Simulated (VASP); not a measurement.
Band structure of SrTiO3 (cubic perovskite). Calculation: LDA (Ceperley-Alder, Perdew-Zunger), VASP's LDA PAW potentials (set 64) (plane waves; VASP 6.6.1).

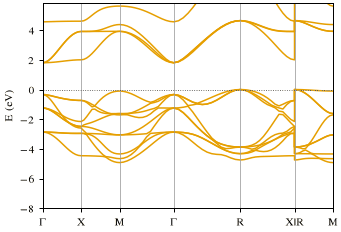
Figure: Bands along high-symmetry lines, zero at the valence-band maximum or, without a gap, the Fermi level

### Question
Read the plot: is there a gap, and where are the band edges?

### Answer
The gap is indirect, 1.81 eV, from the valence maximum at R to the conduction minimum at Γ. (Edges off the drawn lines would not show.)

Measured: gap 3.59 eV (computed value off by -1.78 eV), as given by Anna Miglio et al., npj Computational Materials (2020), arXiv:2011.12765 [zero-point renormalisation of 336 meV (experimental, the table's column) added back].

The compound is SrTiO3 in the cubic perovskite structure, the ideal cubic form; the compound distorts at low or room temperature. It was relaxed first.
